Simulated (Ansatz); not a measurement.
# Cl2HNSi: the cost of one run

Computed with Ansatz 0.2.0, Gaussian basis. Level: PBE0-D4/def2-TZVP structures, single points in def2-TZVPP, no counterpoise correction.

Levels: SPW92, PBE-D4, BLYP-D4, r2SCAN-D4, B97M-V, PBE0-D4, B3LYP-D4, r2SCAN0-D4, BHLYP-D4, CAM-B3LYP-D4, wB97X-V, wB97M-V, B2PLYP, PBE-QIDH, RPA on PBE, Hartree-Fock, MP2, CCSD, CCSD(T).

Correlated methods freeze the cores. B3LYP uses VWN-RPA correlation. B2PLYP carries no dispersion term here.

56 further runs of the same task are left out: 56 set aside as unsound or not needed. Runs told in other sessions of the task aren't counted.

## (1) The starting structure

The complex: 10 atoms, charge 0, spin multiplicity 1.

Atoms are counted from 1 here; the program's logs count them from 0.

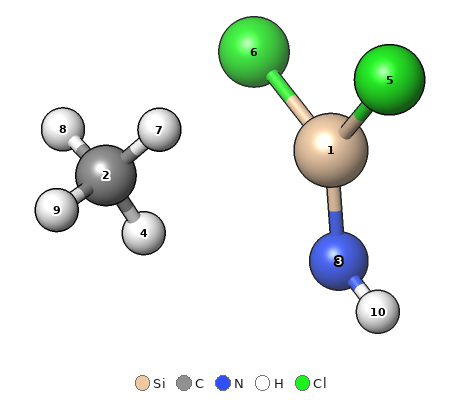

The starting geometry (silicon light orange, carbon grey, nitrogen blue, hydrogen white, chlorine green); atoms are numbered from 1 in the order of the file.

Coordinates:

```xyz
10
charge 0, multiplicity 1
Si   -1.6315    0.5722   -0.0242
C     1.7177   -0.3924    0.2442
N    -2.1659   -0.7852   -0.6272
H     0.8942   -1.0191   -0.1022
Cl   -1.0720    2.3088   -0.9015
Cl   -1.4658    0.7821    1.9630
H     1.5896    0.6323   -0.1077
H     1.7492   -0.4017    1.3330
H     2.6533   -0.7861   -0.1520
H    -2.2689   -0.9109   -1.6252
```

Its parts: Cl2HNSi holds atoms 1, 3, 5, 6, 10; CH4 holds atoms 2, 4, 7, 8, 9. Each part counts its atoms afresh in its own runs.

## (2) Relaxing Cl2HNSi alone

relax-a/in.yaml

```yaml
crystal:
  periodic: [false, false, false]
  atoms:
    - {symbol: Si, position_ang: [-1.631478, 0.572191, -0.024175]}
    - {symbol: N, position_ang: [-2.165926, -0.785199, -0.627213]}
    - {symbol: Cl, position_ang: [-1.072044, 2.308800, -0.901459]}
    - {symbol: Cl, position_ang: [-1.465771, 0.782133, 1.962961]}
    - {symbol: H, position_ang: [-2.268906, -0.910888, -1.625160]}
basis:
  gaussian: {orbitals: def2-TZVP}
hamiltonian: {xc: pbe0, dispersion: d4}
relax: {f_tol: 0.005, max_steps: 200}
```

Command:

```
$ ansatz run in.yaml --threads 8 --pin off --events-out ev --progress --plain --max-ram 19148MiB
```

**Question.** How long does this run take on 8 threads of Arm Neoverse V1, shared host?

About 5.5 s.
